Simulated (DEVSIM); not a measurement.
Structure: abrupt Ge n-p junction, at 250 K.

| layer (left to right) | material | thickness (μm) | Nd (cm⁻³) | Na (cm⁻³) | τn (s) | τp (s) |
|---|---|---|---|---|---|---|
| 1 | Ge | 0.270 | 1.4e14 | - | 0.00015 | 0.00015 |
| 2 | Ge | 1.40 | - | 2.2e17 | 0.00015 | 0.00015 |

Left contact: ohmic. Right contact: ohmic. Voltage is applied to the left contact. Recombination: SRH at mid-gap. Mobility is μmin + (μ − μmin)/(1 + (N/Nref)^α).

This is a model device: material constants are rounded textbook-type values typed into the input, and sizes, dopings and lifetimes were drawn at random. Values at 300 K; Nc and Nv go as T^1.5, mobilities as T to minus their exponent, the gap by Varshni's rule with the affinity fixed.

```tsv
parameter	Ge
gap (eV)	0.664
affinity (eV)	4
permittivity	16
Nc (cm⁻³)	1.04e19
Nv (cm⁻³)	6e18
μn (cm²/Vs)	3900
μp (cm²/Vs)	1900
μn,min	150
μp,min	100
Nref,n	2.6e17
Nref,p	4e17
αn	0.56
αp	0.6
T exponent of μn	1.66
T exponent of μp	2.33
Varshni α (eV/K)	0.000477
Varshni β (K)	235
```

Simulated with DEVSIM: 1D drift-diffusion, Boltzmann statistics, complete ionisation; no tunnelling, impact ionisation, image-force lowering or self-heating.

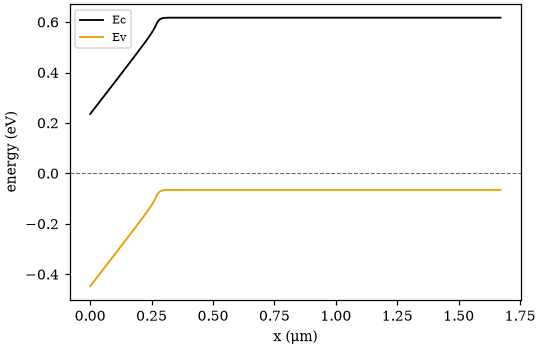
Fig. 1. Band edges at zero bias

Energies count from the Fermi level of the right contact; mesh points crowd at the junctions.

```json
[
 {"x (μm)": "0.000", "Ec (eV)": "0.236", "Ev (eV)": "-0.447", "n (cm⁻³)": "1.4e14", "p (cm⁻³)": "4.4e9", "field (V/cm)": "13000"},
 {"x (μm)": "0.01452", "Ec (eV)": "0.254", "Ev (eV)": "-0.429", "n (cm⁻³)": "6.0e13", "p (cm⁻³)": "1.0e10", "field (V/cm)": "13000"},
 {"x (μm)": "0.03618", "Ec (eV)": "0.281", "Ev (eV)": "-0.402", "n (cm⁻³)": "1.7e13", "p (cm⁻³)": "3.7e10", "field (V/cm)": "13000"},
 {"x (μm)": "0.06853", "Ec (eV)": "0.322", "Ev (eV)": "-0.361", "n (cm⁻³)": "2.6e12", "p (cm⁻³)": "2.4e11", "field (V/cm)": "13000"},
 {"x (μm)": "0.1350", "Ec (eV)": "0.406", "Ev (eV)": "-0.277", "n (cm⁻³)": "5.1e10", "p (cm⁻³)": "1.2e13", "field (V/cm)": "13000"},
 {"x (μm)": "0.1893", "Ec (eV)": "0.475", "Ev (eV)": "-0.207", "n (cm⁻³)": "2.1e9", "p (cm⁻³)": "3.0e14", "field (V/cm)": "13000"},
 {"x (μm)": "0.2257", "Ec (eV)": "0.523", "Ev (eV)": "-0.160", "n (cm⁻³)": "2.3e8", "p (cm⁻³)": "2.7e15", "field (V/cm)": "13000"},
 {"x (μm)": "0.2562", "Ec (eV)": "0.567", "Ev (eV)": "-0.116", "n (cm⁻³)": "2.9e7", "p (cm⁻³)": "2.1e16", "field (V/cm)": "16000"},
 {"x (μm)": "0.2700", "Ec (eV)": "0.593", "Ev (eV)": "-0.090", "n (cm⁻³)": "8700000", "p (cm⁻³)": "7.1e16", "field (V/cm)": "22000"},
 {"x (μm)": "0.2850", "Ec (eV)": "0.612", "Ev (eV)": "-0.071", "n (cm⁻³)": "3700000", "p (cm⁻³)": "1.7e17", "field (V/cm)": "5800"},
 {"x (μm)": "0.3092", "Ec (eV)": "0.617", "Ev (eV)": "-0.066", "n (cm⁻³)": "2900000", "p (cm⁻³)": "2.2e17", "field (V/cm)": "470"},
 {"x (μm)": "0.3654", "Ec (eV)": "0.617", "Ev (eV)": "-0.065", "n (cm⁻³)": "2800000", "p (cm⁻³)": "2.2e17", "field (V/cm)": "≈ 0"},
 {"x (μm)": "0.4381", "Ec (eV)": "0.617", "Ev (eV)": "-0.065", "n (cm⁻³)": "2800000", "p (cm⁻³)": "2.2e17", "field (V/cm)": "≈ 0"},
 {"x (μm)": "0.5548", "Ec (eV)": "0.617", "Ev (eV)": "-0.065", "n (cm⁻³)": "2800000", "p (cm⁻³)": "2.2e17", "field (V/cm)": "≈ 0"},
 {"x (μm)": "0.8267", "Ec (eV)": "0.617", "Ev (eV)": "-0.065", "n (cm⁻³)": "2800000", "p (cm⁻³)": "2.2e17", "field (V/cm)": "≈ 0"},
 {"x (μm)": "1.123", "Ec (eV)": "0.617", "Ev (eV)": "-0.065", "n (cm⁻³)": "2800000", "p (cm⁻³)": "2.2e17", "field (V/cm)": "≈ 0"},
 {"x (μm)": "1.338", "Ec (eV)": "0.617", "Ev (eV)": "-0.065", "n (cm⁻³)": "2800000", "p (cm⁻³)": "2.2e17", "field (V/cm)": "≈ 0"},
 {"x (μm)": "1.472", "Ec (eV)": "0.617", "Ev (eV)": "-0.065", "n (cm⁻³)": "2800000", "p (cm⁻³)": "2.2e17", "field (V/cm)": "≈ 0"},
 {"x (μm)": "1.577", "Ec (eV)": "0.617", "Ev (eV)": "-0.065", "n (cm⁻³)": "2800000", "p (cm⁻³)": "2.2e17", "field (V/cm)": "≈ 0"},
 {"x (μm)": "1.621", "Ec (eV)": "0.617", "Ev (eV)": "-0.065", "n (cm⁻³)": "2800000", "p (cm⁻³)": "2.2e17", "field (V/cm)": "≈ 0"},
 {"x (μm)": "1.649", "Ec (eV)": "0.617", "Ev (eV)": "-0.065", "n (cm⁻³)": "2800000", "p (cm⁻³)": "2.2e17", "field (V/cm)": "≈ 0"},
 {"x (μm)": "1.670", "Ec (eV)": "0.617", "Ev (eV)": "-0.065", "n (cm⁻³)": "2800000", "p (cm⁻³)": "2.2e17", "field (V/cm)": "≈ 0"}
]
```
